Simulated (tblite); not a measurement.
**CH₈NSi₂: geometry relaxation (part 4 of 4)**

CH₈NSi₂, multiplicity 2; GFN1-xTB, R-SCC, ddCOSMO solvent (tblite 0.8.0). The geometry comes from this level: GFN2-xTB.

Trajectory as extended XYZ, continued
```
12
Properties=species:S:1:pos:R:3:forces:R:3 step=76 energy=-362.72377
C    -0.2472   -0.1939    0.3622   -0.0181  -0.0523   0.0335
Si    1.5790   -0.5689   -0.1025    0.0371   0.0689  -0.0034
N     2.4009    0.7608   -0.9060   -0.0596  -0.0483   0.0259
Si    2.8564   -0.1876   -2.3121    0.0112   0.0092   0.0106
H    -0.9303   -0.1253   -0.4898    0.0097   0.0087   0.0013
H    -0.3166    0.7622    0.8950   -0.0035   0.0133   0.0029
H    -0.6589   -0.9545    1.0358   -0.0069   0.0205  -0.0414
H     2.2674   -0.8536    1.1612    0.0202  -0.0257   0.0225
H     2.5009    1.7394   -0.6825    0.0131   0.0140  -0.0281
H     3.5831    0.7502   -3.1695    0.0148   0.0170  -0.0091
H     1.7701   -0.6706   -3.1511   -0.0343  -0.0036  -0.0237
H     3.8152   -1.2507   -2.0468    0.0163  -0.0218   0.0088
12
Properties=species:S:1:pos:R:3:forces:R:3 step=77 energy=-362.72481
C    -0.2424   -0.1939    0.3590    0.0420  -0.0089   0.0202
Si    1.5892   -0.5647   -0.0909    0.0342   0.0601   0.0150
N     2.4099    0.7620   -0.8995   -0.0589  -0.0673   0.0046
Si    2.8493   -0.1971   -2.3062   -0.0337   0.0542  -0.0477
H    -0.9084   -0.1022   -0.5021   -0.0234   0.0167  -0.0527
H    -0.3124    0.7534    0.9075   -0.0077   0.0071   0.0130
H    -0.6744   -0.9625    1.0065   -0.0107  -0.0200   0.0126
H     2.2750   -0.8451    1.1767    0.0065  -0.0179   0.0022
H     2.5013    1.7447   -0.6922    0.0165   0.0209  -0.0174
H     3.5639    0.7389   -3.1812    0.0004  -0.0062   0.0236
H     1.7499   -0.6756   -3.1393    0.0323  -0.0046   0.0249
H     3.8192   -1.2502   -2.0442    0.0027  -0.0341   0.0015
12
Properties=species:S:1:pos:R:3:forces:R:3 step=79 energy=-362.72585
C    -0.2394   -0.1924    0.3595    0.0099  -0.0046  -0.0059
Si    1.5967   -0.5593   -0.0776    0.0125   0.0148  -0.0054
N     2.4144    0.7596   -0.8966   -0.0418  -0.0214  -0.0123
Si    2.8451   -0.1999   -2.3063    0.0161   0.0052   0.0184
H    -0.8910   -0.0881   -0.5138    0.0100   0.0109  -0.0016
H    -0.3196    0.7479    0.9197   -0.0027  -0.0112   0.0044
H    -0.6837   -0.9706    0.9879    0.0011  -0.0010   0.0032
H     2.2872   -0.8372    1.1877   -0.0032  -0.0066   0.0089
H     2.4954    1.7467   -0.7062    0.0198   0.0198  -0.0036
H     3.5563    0.7361   -3.1813    0.0144   0.0042   0.0067
H     1.7431   -0.6768   -3.1312   -0.0045  -0.0232  -0.0060
H     3.8153   -1.2582   -2.0478   -0.0315   0.0130  -0.0069
12
Properties=species:S:1:pos:R:3:forces:R:3 step=80 energy=-362.72620
C    -0.2366   -0.1942    0.3589    0.0076   0.0000  -0.0135
Si    1.6013   -0.5572   -0.0729   -0.0017   0.0037  -0.0126
N     2.4119    0.7622   -0.8966   -0.0317  -0.0400  -0.0204
Si    2.8420   -0.2002   -2.3048    0.0248   0.0013   0.0243
H    -0.8816   -0.0838   -0.5190    0.0091   0.0018   0.0100
H    -0.3195    0.7436    0.9223   -0.0019   0.0002   0.0108
H    -0.6861   -0.9737    0.9818    0.0003  -0.0050  -0.0041
H     2.2916   -0.8344    1.1921    0.0003  -0.0011   0.0118
H     2.4922    1.7499   -0.7122    0.0209   0.0444   0.0087
H     3.5559    0.7344   -3.1790    0.0118   0.0030   0.0041
H     1.7402   -0.6770   -3.1285   -0.0177  -0.0234  -0.0160
H     3.8087   -1.2619   -2.0482   -0.0217   0.0150  -0.0034
12
Properties=species:S:1:pos:R:3:forces:R:3 step=81 energy=-362.72643
C    -0.2332   -0.1945    0.3576   -0.0140   0.0049   0.0013
Si    1.6055   -0.5570   -0.0681   -0.0001  -0.0025  -0.0097
N     2.4098    0.7624   -0.8974   -0.0271  -0.0360  -0.0131
Si    2.8395   -0.2015   -2.3040    0.0062   0.0066   0.0037
H    -0.8705   -0.0713   -0.5248    0.0093  -0.0069   0.0261
H    -0.3161    0.7385    0.9298   -0.0016  -0.0135   0.0026
H    -0.6908   -0.9783    0.9706    0.0088   0.0138  -0.0244
H     2.2933   -0.8287    1.1998    0.0017   0.0025   0.0057
H     2.4892    1.7506   -0.7150    0.0220   0.0460   0.0104
H     3.5500    0.7337   -3.1809    0.0048  -0.0019   0.0040
H     1.7364   -0.6851   -3.1233   -0.0092  -0.0120  -0.0119
H     3.8070   -1.2612   -2.0504   -0.0006  -0.0009   0.0053
12
Properties=species:S:1:pos:R:3:forces:R:3 step=83 energy=-362.72666
C    -0.2309   -0.1951    0.3570   -0.0028   0.0023  -0.0073
Si    1.6072   -0.5586   -0.0675    0.0052   0.0091  -0.0036
N     2.4034    0.7643   -0.8999   -0.0195  -0.0246  -0.0038
Si    2.8376   -0.2009   -2.3040   -0.0002   0.0017  -0.0087
H    -0.8652   -0.0647   -0.5257   -0.0029  -0.0044   0.0086
H    -0.3115    0.7346    0.9337   -0.0038   0.0050   0.0141
H    -0.6928   -0.9797    0.9639   -0.0020  -0.0077  -0.0060
H     2.2948   -0.8264    1.2019    0.0006   0.0033  -0.0030
H     2.4877    1.7517   -0.7123    0.0185   0.0202   0.0008
H     3.5471    0.7347   -3.1817   -0.0033  -0.0072   0.0043
H     1.7362   -0.6935   -3.1222    0.0026   0.0046  -0.0024
H     3.8064   -1.2589   -2.0493    0.0076  -0.0022   0.0070
12
Properties=species:S:1:pos:R:3:forces:R:3 step=84 energy=-362.72674
C    -0.2309   -0.1944    0.3575   -0.0022   0.0019  -0.0088
Si    1.6071   -0.5592   -0.0673    0.0082   0.0111   0.0021
N     2.4019    0.7635   -0.9014   -0.0180  -0.0122  -0.0008
Si    2.8379   -0.2011   -2.3050   -0.0029  -0.0064  -0.0061
H    -0.8642   -0.0602   -0.5254   -0.0022  -0.0004   0.0057
H    -0.3109    0.7331    0.9380   -0.0043  -0.0021   0.0109
H    -0.6947   -0.9815    0.9596   -0.0017  -0.0071   0.0011
H     2.2956   -0.8236    1.2028   -0.0033   0.0022  -0.0074
H     2.4881    1.7504   -0.7107    0.0177   0.0096  -0.0053
H     3.5443    0.7346   -3.1845   -0.0020  -0.0040   0.0026
H     1.7362   -0.6977   -3.1211    0.0087   0.0073   0.0014
H     3.8097   -1.2564   -2.0487    0.0019   0.0002   0.0046
12
Properties=species:S:1:pos:R:3:forces:R:3 step=85 energy=-362.72690
C    -0.2305   -0.1941    0.3586    0.0044  -0.0089  -0.0117
Si    1.6087   -0.5565   -0.0660    0.0008   0.0140   0.0075
N     2.3978    0.7658   -0.9057   -0.0089  -0.0038  -0.0088
Si    2.8365   -0.2021   -2.3068    0.0013  -0.0184   0.0198
H    -0.8607   -0.0505   -0.5247   -0.0018   0.0104  -0.0036
H    -0.3128    0.7261    0.9506   -0.0049  -0.0109   0.0066
H    -0.6971   -0.9897    0.9470    0.0004  -0.0050   0.0169
H     2.3001   -0.8139    1.2042   -0.0088   0.0002  -0.0093
H     2.4916    1.7511   -0.7087    0.0162  -0.0019  -0.0174
H     3.5390    0.7302   -3.1919    0.0014   0.0057  -0.0001
H     1.7342   -0.7056   -3.1180    0.0122   0.0085   0.0049
H     3.8132   -1.2531   -2.0446   -0.0124   0.0100  -0.0047
12
Properties=species:S:1:pos:R:3:forces:R:3 step=87 energy=-362.72746
C    -0.2311   -0.1997    0.3624    0.0019  -0.0162   0.0012
Si    1.6112   -0.5402   -0.0650   -0.0179  -0.0180  -0.0049
N     2.3902    0.7786   -0.9167   -0.0044  -0.0331  -0.0001
Si    2.8352   -0.2046   -2.3056   -0.0020   0.0012   0.0112
H    -0.8594   -0.0479   -0.5205   -0.0128   0.0048  -0.0068
H    -0.3269    0.7088    0.9698    0.0022  -0.0003   0.0091
H    -0.6901   -1.0104    0.9371    0.0052   0.0070   0.0001
H     2.3059   -0.7957    1.2022    0.0017   0.0054   0.0065
H     2.5004    1.7609   -0.7200    0.0190   0.0503  -0.0097
H     3.5462    0.7181   -3.1942    0.0051   0.0101   0.0000
H     1.7330   -0.7021   -3.1183   -0.0049  -0.0054  -0.0031
H     3.8055   -1.2582   -2.0372    0.0071  -0.0057  -0.0035
12
Properties=species:S:1:pos:R:3:forces:R:3 step=88 energy=-362.72764
C    -0.2320   -0.2010    0.3629   -0.0087  -0.0202  -0.0042
Si    1.6105   -0.5355   -0.0665   -0.0082  -0.0127  -0.0048
N     2.3894    0.7830   -0.9195   -0.0083  -0.0307   0.0089
Si    2.8352   -0.2061   -2.3045    0.0021   0.0120  -0.0024
H    -0.8625   -0.0452   -0.5182   -0.0050   0.0026   0.0043
H    -0.3294    0.7025    0.9771    0.0016   0.0075   0.0083
H    -0.6877   -1.0166    0.9337    0.0053   0.0086  -0.0057
H     2.3051   -0.7905    1.2009    0.0022   0.0051   0.0051
H     2.5060    1.7650   -0.7230    0.0145   0.0338  -0.0130
H     3.5452    0.7165   -3.1956    0.0022  -0.0019   0.0074
H     1.7339   -0.7053   -3.1179   -0.0035  -0.0035   0.0004
H     3.8063   -1.2592   -2.0355    0.0057  -0.0006  -0.0043
12
Properties=species:S:1:pos:R:3:forces:R:3 step=90 energy=-362.72786
C    -0.2349   -0.2032    0.3650   -0.0112  -0.0033  -0.0055
Si    1.6078   -0.5315   -0.0684    0.0072  -0.0023   0.0018
N     2.3858    0.7856   -0.9244   -0.0046  -0.0043   0.0140
Si    2.8379   -0.2077   -2.3044    0.0011   0.0110  -0.0129
H    -0.8694   -0.0387   -0.5119    0.0042  -0.0007   0.0100
H    -0.3315    0.6930    0.9903    0.0025   0.0047   0.0000
H    -0.6867   -1.0253    0.9291   -0.0005  -0.0005  -0.0039
H     2.3030   -0.7805    1.2007   -0.0018   0.0025  -0.0038
H     2.5108    1.7683   -0.7326    0.0021  -0.0004  -0.0083
H     3.5471    0.7168   -3.1947    0.0011  -0.0093   0.0067
H     1.7385   -0.7099   -3.1191    0.0002  -0.0019   0.0026
H     3.8115   -1.2592   -2.0357   -0.0003   0.0045  -0.0007
12
Properties=species:S:1:pos:R:3:forces:R:3 step=91 energy=-362.72790
C    -0.2352   -0.2038    0.3654   -0.0062   0.0027   0.0015
Si    1.6079   -0.5317   -0.0677    0.0038  -0.0002   0.0024
N     2.3847    0.7850   -0.9249    0.0013   0.0037   0.0057
Si    2.8382   -0.2079   -2.3049   -0.0008   0.0049  -0.0060
H    -0.8693   -0.0353   -0.5110    0.0034  -0.0005   0.0065
H    -0.3307    0.6906    0.9941    0.0016  -0.0034  -0.0048
H    -0.6881   -1.0274    0.9263   -0.0003   0.0007  -0.0025
H     2.3030   -0.7771    1.2023   -0.0020   0.0009  -0.0043
H     2.5103    1.7684   -0.7361   -0.0013  -0.0048  -0.0030
H     3.5476    0.7166   -3.1946    0.0013  -0.0047   0.0026
H     1.7390   -0.7112   -3.1188    0.0002  -0.0020   0.0010
H     3.8126   -1.2586   -2.0361   -0.0011   0.0028   0.0008
```

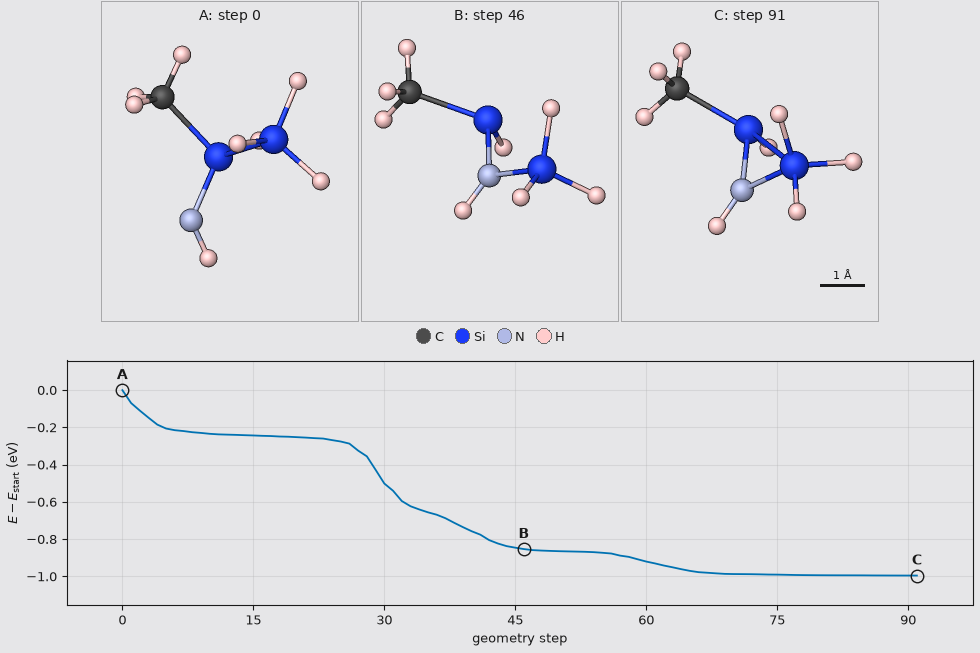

Fig. 1: Frames of the relaxation (ball-and-stick view, seen at a tilt) above the curves, on which the letters mark them (steps are counted from 0).

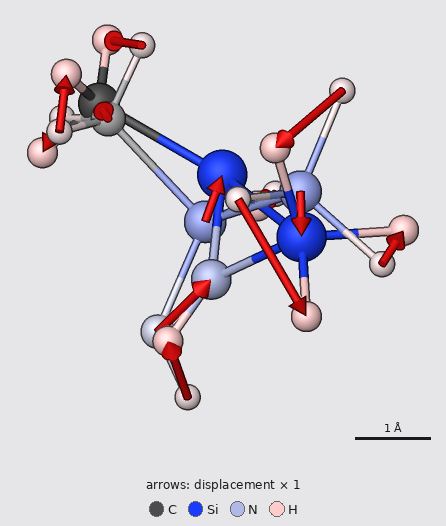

Fig. 2: Start (faint) and end (solid) with the displacements as red arrows, at true length (ball-and-stick view, seen at a tilt). The two geometries are laid on each other by the best rigid fit. H10 moves most after the best rigid fit: 1.82 Å. Largest moves by element: H 1.82 Å, N 1.20 Å, Si 0.67 Å, C 0.50 Å. Distances before and after: N3–Si4 3.143 → 1.759 Å, Si2–Si4 2.415 → 2.574 Å, Si2–N3 1.640 → 1.753 Å, C1–Si2 1.898 → 1.922 Å. New bonds form: N3–Si4 (3.14 → 1.76 Å). Among the angles that change: N3–Si2–Si4 99.9° → 43.0°, Si2–Si4–H10 111.4° → 146.9°, C1–Si2–Si4 100.3° → 129.3°. After 91 geometry steps the energy has fallen by 0.995 eV. Largest force component: 0.69 eV/Å at the start, 0.0065 eV/Å at the end. (Atoms are counted from 1 in the order of the input.)

The run was set up as follows.

The input (calc.py)
```python
# GFN1-xTB geometry optimisation with ASE
import json
import numpy as np
from ase.io.zmatrix import parse_zmatrix
from tblite.ase import TBLite
from ase.units import kJ, mol as mol_
from ase.units import Debye
from ase.optimize import BFGSLineSearch

system = parse_zmatrix("""
C
Si 1 1.898131
N 2 1.639594 1 111.70361
Si 2 2.414935 3 99.85846 1 105.37315
H 1 1.083924 2 110.63413 3 38.87235
H 1 1.084911 5 107.71201 2 119.77822
H 1 1.086505 5 108.45844 6 116.72759
H 2 1.477549 3 129.25723 1 -138.16655
H 3 1.006526 2 124.18839 8 20.72126
H 4 1.454847 2 111.37257 8 170.40267
H 4 1.46293 10 109.51886 2 118.93774
H 4 1.458438 10 111.28981 11 120.83776
""")
start = system.get_positions()

system.calc = TBLite(
    method="GFN1-xTB",
    charge=0,
    multiplicity=2,
    solvation=("ddX", 78.4, "cosmo"),
    verbosity=0,
)
opt = BFGSLineSearch(system, trajectory="opt.traj", logfile="-")
done = opt.run(fmax=0.01, steps=500)
print("converged:", done, "after", opt.nsteps, "steps")
print(f"Energy: {system.get_potential_energy() / (kJ / mol_):.6f} kJ/mol")
print(f"Dipole: {np.linalg.norm(system.get_dipole_moment()) / Debye:.4f} D")
for a, q in zip(system, system.get_charges()):
    print(f"{a.symbol}{a.index + 1} {q:+.4f}")
print("Final positions (angstrom):")
for a in system:
    print(f"{a.symbol:<2} {a.x:12.6f} {a.y:12.6f} {a.z:12.6f}")
print(f"largest displacement {np.linalg.norm(system.positions - start, axis=1).max():.4f} angstrom")
json.dump(dict(energy=system.get_potential_energy(), forces=system.get_forces().tolist(), dipole=system.get_dipole_moment().tolist(), charges=system.get_charges().tolist(),
               symbols=system.get_chemical_symbols(), start=start.tolist(), final=system.positions.tolist(), success=bool(done)), open("results.json", "w"))
```

Run as:
```bash
python calc.py
```

Results in brief

- outcome: converged
- total energy: −13.330004 hartree
- largest force: 0.008 eV/Å
- dipole moment: 3.07 D
- hardware: 1 thread of Intel Xeon (Sapphire Rapids), 64 GiB of memory available, shared host
- wall time: 12 s
- peak memory: 0.11 GiB

Remarks

The record of the run, not the program, notes: no spin polarisation; bonds changed in the optimisation.
